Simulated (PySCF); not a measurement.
Zr(F)6, F6Zr (anion, charge -2), SMILES [F][Zr-2]([F])([F])([F])([F])[F], PBE0/def2-SVP optimised geometry. Atoms within 1.6 Å of the plane z = 1.5 Å (x, y, z in Å): Zr1 (0.00, 0.00, 0.00), F2 (-2.02, 0.00, 0.00), F3 (2.02, 0.00, 0.00), F5 (0.00, 2.02, 0.00), F6 (0.00, -2.02, 0.00), F7 (0.00, 0.00, 2.02).

Calculation: PySCF 2.14.0 with PBE0/def2-TZVPD, def2 effective core potentials past Kr. The core electrons that the potentials of Zr replace are not part of the density.

Map of the electron localisation function on the plane z = 1.5 Å:

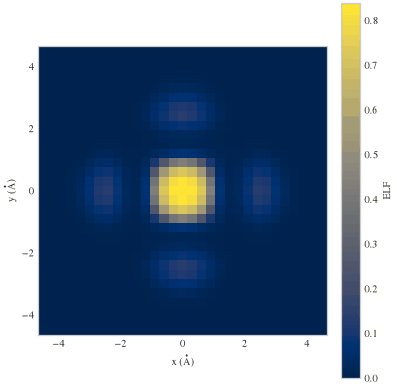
Fig. 1. Electron localisation function on the plane z = 1.5 Å.
